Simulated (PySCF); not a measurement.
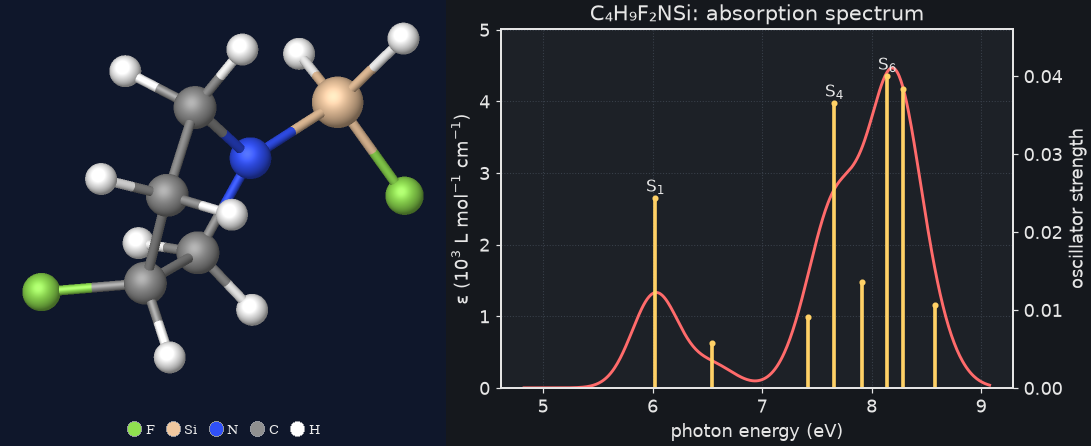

Computed absorption of C₄H₉F₂NSi, SMILES F[SiH2]N1CC[C@@H](F)C1. Vertical TDDFT excitations, ωB97X-D/def2-SVPD with PySCF 2.14.0, at a GFN2-xTB geometry (no frequency check), gas phase. The lowest 8 singlet states are shown; each is broadened by a Gaussian of 1/e half-width 0.30 eV. Sticks give oscillator strengths (right axis).

Question: Where is the lowest singlet, and is it bright?

Answer: S1 lies at 6.03 eV (206 nm) with f = 0.024, mainly HOMO → LUMO (95 %); it is weak.

Question: Does any vertical transition fall in the visible?

Answer: No singlet lies below 3.1 eV (beyond 400 nm), so at this level no vertical transition falls in the visible.

Question: List the transitions behind the spectrum.

Answer:
| state | E (eV) | λ (nm) | f | main character |
| --- | --- | --- | --- | --- |
| S1 | 6.03 | 206 | 0.024 | HOMO → LUMO (95 %) |
| S2 | 6.54 | 190 | 0.006 | HOMO → LUMO+1 (81 %) |
| S3 | 7.42 | 167 | 0.009 | HOMO → LUMO+3 (47 %) |
| S4 | 7.66 | 162 | 0.037 | HOMO → LUMO+2 (54 %) |
| S5 | 7.91 | 157 | 0.014 | HOMO → LUMO+5 (39 %) |
| S6 | 8.14 | 152 | 0.040 | HOMO → LUMO+4 (46 %) |
| S7 | 8.29 | 150 | 0.038 | HOMO → LUMO+6 (56 %) |
| S8 | 8.58 | 145 | 0.011 | HOMO−3 → LUMO (60 %) |

Caveats: the tight-binding geometry is rougher than a DFT one and adds to the error; one conformer of a flexible molecule; core orbitals are frozen in the response.
